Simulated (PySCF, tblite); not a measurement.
# C₄H₄F₂N₂O₂: a rotation path, then NMR shifts on frames

Aim: move C₄H₄F₂N₂O₂ (`OCc1nc(C(F)F)no1`) away from its starting geometry and see how NMR shifts follow the geometry.

Computed with tblite 0.8.0 and PySCF 2.14.0, with density-fitted response routines of our own, on a single molecule in the gas phase. Atoms are numbered from 0 throughout.

### Step 1. Starting geometry

14 atoms, charge 0, multiplicity 1; geometry from: GFN2-xTB.

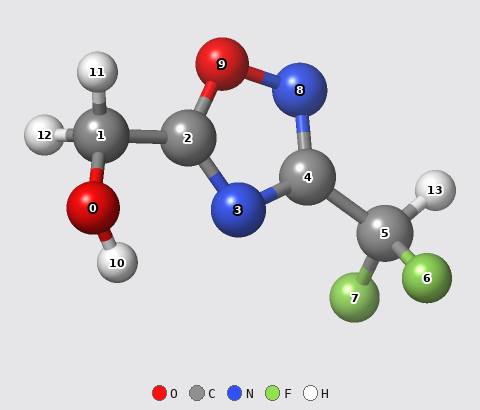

The starting geometry (oxygen red, carbon grey, nitrogen blue, fluorine green, hydrogen white), atoms numbered; sticks join atoms by distance.

### Step 2. The rotation path with GFN2-xTB

The job: settings as JSON, then the geometry in Å.

```
{"job": {"kind": "neb", "xc": "GFN2-xTB", "basis": "xTB", "atoms": [8, 4, 5, 7], "turn": 120}, "charge": 0, "multiplicity": 1}
O      2.592587     0.321201    -1.274329
C      2.315187    -0.314644    -0.066547
C      0.891264    -0.173082     0.335923
N     -0.102097     0.094397    -0.460633
C     -1.170959     0.085465     0.376624
C     -2.580219     0.339127    -0.049993
F     -2.679799     1.506185    -0.719850
F     -3.005741    -0.630432    -0.891026
N     -0.851588    -0.177823     1.612451
O      0.489634    -0.347728     1.598471
H      1.850448     0.193338    -1.879536
H      2.961173     0.128068     0.697905
H      2.543575    -1.394573    -0.120975
H     -3.254143     0.370030     0.819350
```

With the program's defaults for keys left out, this is: GFN2-xTB climbing-image nudged elastic band, gas phase.

Launch:

```sh
OMP_NUM_THREADS=1 python probes_run.py task.json out
```

One launch serves the whole session: the jobs run in the order shown.

Output:

```text
image   E - E0 / eV
  0       0.0000
  1       0.0115
  2       0.0270
  3       0.0354
  4       0.0320
  5       0.0213
  6       0.0091
  7      -0.0015
  8      -0.0089
```

Run time: 2.3 s. Hardware: 1 thread of Intel Xeon Platinum 8488C, shared host; peak memory 0.18 GiB.

The final band, with the dihedral N8–C4–C5–F7:

```
image  dihedral (°)  energy (eV)  energy (kcal/mol)
    0          -115        0.000                0.0
    1           -93        0.011                0.3
    2           -72        0.027                0.6
    3           -51        0.035                0.8
    4           -30        0.032                0.7
    5            -9        0.021                0.5
    6            11        0.009                0.2
    7            32       -0.002                0.0
    8            52       -0.009               -0.2
```

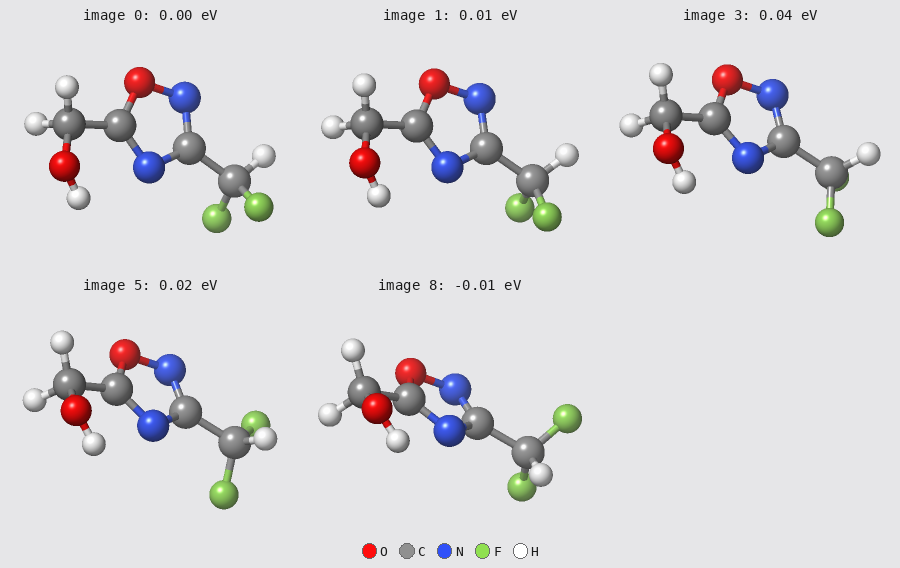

Images along the band.

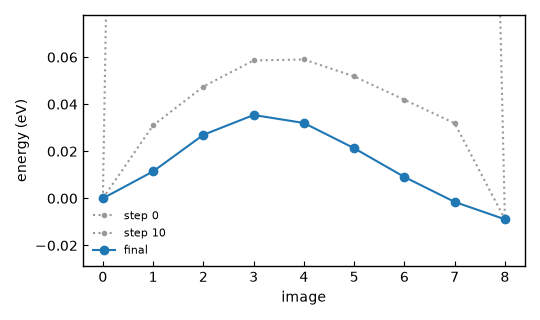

Energy along the band, early and final.

### Step 3. Nuclear shieldings: image 0, PBE0/pcSseg-1

The job: settings as JSON, then the geometry in Å.

```
{"job": {"kind": "nmr", "xc": "PBE0", "basis": "pcSseg-1", "pop": false}, "charge": 0, "multiplicity": 1}
O      2.592600     0.321200    -1.274300
C      2.315200    -0.314600    -0.066500
C      0.891300    -0.173100     0.335900
N     -0.102100     0.094400    -0.460600
C     -1.171000     0.085500     0.376600
C     -2.580200     0.339100    -0.050000
F     -2.679800     1.506200    -0.719800
F     -3.005700    -0.630400    -0.891000
N     -0.851600    -0.177800     1.612500
O      0.489600    -0.347700     1.598500
H      1.850400     0.193300    -1.879500
H      2.961200     0.128100     0.697900
H      2.543600    -1.394600    -0.121000
H     -3.254100     0.370000     0.819400
```

Level: GIAO PBE0/pcSseg-1 NMR shielding, non-relativistic, gas phase.

Output:

```text
coarse grid: 13296 points
cycle   1  E = -613.4526908989  dE =  2.054e+00  |g| = 9.841e-01  |ddm| = 3.611e+00
cycle   2  E = -613.2641612809  dE =  1.885e-01  |g| = 1.457e+00  |ddm| = 1.569e+00
cycle   3  E = -613.6203500303  dE = -3.562e-01  |g| = 8.638e-02  |ddm| = 9.840e-01
cycle   4  E = -613.6211520954  dE = -8.021e-04  |g| = 5.352e-02  |ddm| = 8.070e-02
cycle   5  E = -613.6216687257  dE = -5.166e-04  |g| = 1.891e-02  |ddm| = 4.628e-02
cycle   6  E = -613.6217331476  dE = -6.442e-05  |g| = 6.909e-03  |ddm| = 1.759e-02
cycle   7  E = -613.6217430716  dE = -9.924e-06  |g| = 1.606e-03  |ddm| = 5.370e-03
final grid: 133928 points
cycle   8  E = -613.7115153931  dE = -4.217e-05  |g| = 1.211e-02  |ddm| = 2.878e-02
cycle   9  E = -613.7114755068  dE =  3.989e-05  |g| = 1.954e-02  |ddm| = 1.697e-02
cycle  10  E = -613.7115404098  dE = -6.490e-05  |g| = 2.202e-03  |ddm| = 1.070e-02
cycle  11  E = -613.7115413351  dE = -9.253e-07  |g| = 5.941e-04  |ddm| = 1.760e-03
cycle  12  E = -613.7115413986  dE = -6.349e-08  |g| = 2.023e-04  |ddm| = 5.545e-04
cycle  13  E = -613.7115414062  dE = -7.575e-09  |g| = 8.411e-05  |ddm| = 1.869e-04
cycle  14  E = -613.7115414075  dE = -1.365e-09  |g| = 1.850e-05  |ddm| = 6.592e-05
cycle  15  E = -613.7115414076  dE = -5.707e-11  |g| = 7.425e-06  |ddm| = 1.592e-05
converged SCF energy = -613.7115414076

GIAO shielding tensors (ppm)
atom      isotropic    diamagn.    paramagn.     s11        s22        s33       span
  0 O      321.332     387.297     -65.964    273.639    299.608    390.750    117.111
  1 C      125.562     240.015    -114.453    104.584    112.701    159.400     54.816
  2 C       -3.818     264.091    -267.909    -72.987    -12.774     74.308    147.295
  3 N       -4.242     330.657    -334.898   -175.021    -63.004    225.300    400.321
  4 C       16.066     261.645    -245.580    -79.628     28.655     99.170    178.798
  5 C       72.535     228.430    -155.895     53.734     72.265     91.606     37.872
  6 F      310.658     470.277    -159.619    205.210    330.044    396.720    191.510
  7 F      305.428     469.898    -164.470    196.830    327.777    391.677    194.847
  8 N     -136.683     323.341    -460.024   -352.512   -117.455     59.916    412.428
  9 O      -67.437     402.771    -470.208   -208.204   -113.849    119.741    327.945
 10 H       29.696      32.543      -2.847     19.340     27.982     41.765     22.426
 11 H       26.385      26.429      -0.044     21.480     26.367     31.307      9.827
 12 H       26.338      26.832      -0.494     21.505     26.140     31.369      9.864
 13 H       24.542      24.446       0.097     22.247     22.900     28.480      6.233
```

It took 26 s on 1 thread of Intel Xeon Platinum 8488C, shared host; peak memory 0.83 GiB.

The references, computed at this level on geometries of the same kind, shield at (ppm): 1H TMS 31.72, 13C TMS 186.9, 19F CFCl3 170.9, 15N NH3 267.7, 17O H2O 336.1. Their shielding less the atom's gives the shift. The references are single molecules in the gas phase, so shifts against H2O, NH3, PH3, H3PO4 or CFCl3 are not on the usual liquid scales and can be off by tens of ppm. Each atom is listed at this fixed geometry, with no averaging over motion; a spectrum would average atoms that exchange fast.

```
atoms                                               environment  σ (ppm)  δ (ppm)
   C2       substituted aromatic carbon next to the ring oxygen     -3.8    190.7
   C4       substituted aromatic carbon next to a ring nitrogen     16.1    170.9
   C5                 sp3 CH bonded to 2 F, on an aromatic ring     72.5    114.4
   C1                  sp3 CH2 bonded to O, on an aromatic ring    125.6     61.4
  H13  hydrogen on an sp3 CH bonded to 2 F, on an aromatic ring    24.54     7.17
  H12   hydrogen on an sp3 CH2 bonded to O, on an aromatic ring    26.34     5.38
  H11   hydrogen on an sp3 CH2 bonded to O, on an aromatic ring    26.38     5.33
  H10                             hydrogen on an alcohol oxygen    29.70     2.02
   O9                                      aromatic ring oxygen    -67.4    403.5
   O0                                            alcohol oxygen    321.3     14.7
   N8                        pyridine-type nitrogen of an azole   -136.7    404.4
   N3                        pyridine-type nitrogen of an azole     -4.2    272.0
   F7                                   fluorine of a CF2 group    305.4   -134.5
   F6                                   fluorine of a CF2 group    310.7   -139.7
```

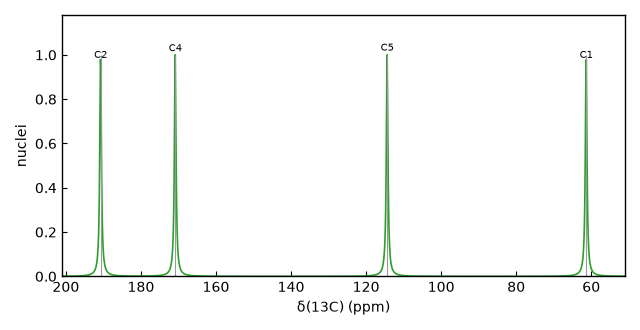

13C lines at the computed shifts, without couplings. Lines are broadened to a width of 0.52 ppm (Lorentzian).

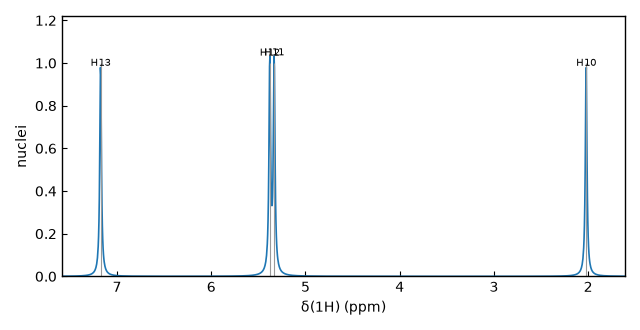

1H lines at the computed shifts, without couplings. Lines are broadened to a width of 0.02 ppm (Lorentzian).

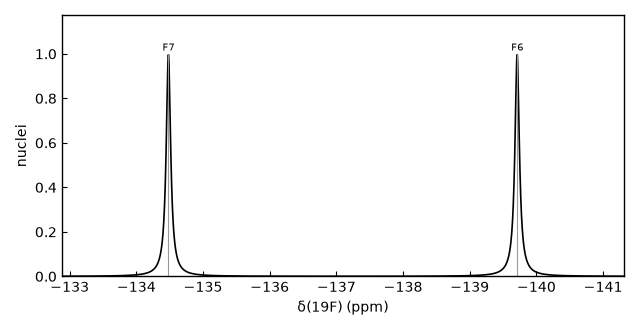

19F lines at the computed shifts, without couplings. Lines are broadened to a width of 0.08 ppm (Lorentzian).

Ring of atoms C2, N3, C4, N8, O9: NICS(0) -10.7, NICS(1) -10.9, NICS(1)zz -27.0 ppm (means of both faces).

### Step 4. Shielding tensors: image 1, PBE0/pcSseg-1

The job: settings as JSON, then the geometry in Å.

```
{"job": {"kind": "nmr", "xc": "PBE0", "basis": "pcSseg-1", "pop": false}, "charge": 0, "multiplicity": 1}
O      2.620500     0.440300    -1.201700
C      2.315200    -0.308800    -0.068300
C      0.884800    -0.206100     0.318200
N     -0.101200     0.126400    -0.462600
C     -1.175200     0.060400     0.365700
C     -2.580200     0.361300    -0.045700
F     -2.613900     1.307400    -1.003200
F     -3.170600    -0.741500    -0.564900
N     -0.865600    -0.300100     1.579500
O      0.473900    -0.478900     1.559600
H      1.903300     0.355500    -1.843400
H      2.937800     0.061400     0.751400
H      2.551400    -1.377000    -0.219400
H     -3.180800     0.699200     0.812600
```

With the program's defaults for keys left out, this is: GIAO PBE0/pcSseg-1 NMR shielding, non-relativistic, gas phase.

Output:

```text
coarse grid: 13296 points
cycle   1  E = -613.4521628751  dE =  2.059e+00  |g| = 9.842e-01  |ddm| = 3.611e+00
cycle   2  E = -613.2631635850  dE =  1.890e-01  |g| = 1.458e+00  |ddm| = 1.580e+00
cycle   3  E = -613.6198802105  dE = -3.567e-01  |g| = 8.904e-02  |ddm| = 9.891e-01
cycle   4  E = -613.6206266895  dE = -7.465e-04  |g| = 5.993e-02  |ddm| = 8.584e-02
cycle   5  E = -613.6212944403  dE = -6.678e-04  |g| = 1.927e-02  |ddm| = 5.104e-02
cycle   6  E = -613.6213618045  dE = -6.736e-05  |g| = 7.081e-03  |ddm| = 1.795e-02
cycle   7  E = -613.6213721867  dE = -1.038e-05  |g| = 1.597e-03  |ddm| = 5.412e-03
cycle   8  E = -613.6213726398  dE = -4.531e-07  |g| = 4.832e-04  |ddm| = 1.260e-03
final grid: 133928 points
cycle   9  E = -613.7103226066  dE = -3.303e-05  |g| = 1.347e-02  |ddm| = 2.681e-02
cycle  10  E = -613.7102602260  dE =  6.238e-05  |g| = 2.312e-02  |ddm| = 1.988e-02
cycle  11  E = -613.7103533907  dE = -9.316e-05  |g| = 2.685e-03  |ddm| = 1.331e-02
cycle  12  E = -613.7103548343  dE = -1.444e-06  |g| = 5.142e-04  |ddm| = 2.048e-03
cycle  13  E = -613.7103548777  dE = -4.343e-08  |g| = 2.230e-04  |ddm| = 5.069e-04
cycle  14  E = -613.7103548869  dE = -9.190e-09  |g| = 8.817e-05  |ddm| = 2.002e-04
cycle  15  E = -613.7103548884  dE = -1.520e-09  |g| = 1.860e-05  |ddm| = 7.114e-05
cycle  16  E = -613.7103548885  dE = -5.707e-11  |g| = 6.711e-06  |ddm| = 1.527e-05
converged SCF energy = -613.7103548885

GIAO shielding tensors (ppm)
atom      isotropic    diamagn.    paramagn.     s11        s22        s33       span
  0 O      321.405     387.192     -65.786    275.001    299.164    390.050    115.049
  1 C      125.755     239.869    -114.114    104.809    112.612    159.844     55.035
  2 C       -3.151     264.208    -267.359    -71.745    -13.193     75.485    147.230
  3 N       -4.236     330.315    -334.551   -175.045    -61.870    224.208    399.253
  4 C       15.862     261.771    -245.910    -80.346     29.856     98.074    178.421
  5 C       72.423     228.389    -155.966     53.424     70.365     93.480     40.056
  6 F      320.270     470.780    -150.510    216.133    337.417    407.261    191.128
  7 F      298.007     468.525    -170.518    181.806    324.989    387.225    205.419
  8 N     -136.555     323.272    -459.827   -356.282   -116.684     63.301    419.583
  9 O      -70.616     402.820    -473.435   -212.937   -115.785    116.875    329.811
 10 H       29.766      32.458      -2.692     19.499     28.004     41.796     22.297
 11 H       26.405      26.487      -0.081     21.450     26.454     31.311      9.861
 12 H       26.340      26.800      -0.460     21.522     26.158     31.339      9.817
 13 H       24.493      24.447       0.046     22.025     23.099     28.355      6.330
```

It took 26 s on 1 thread of Intel Xeon Platinum 8488C, shared host; peak memory 0.89 GiB.

This run: δ C2 190.1, C4 171.1, C5 114.5, C1 61.2, H13 7.22, H12 5.38 ppm.

[end of part 1 of 2]
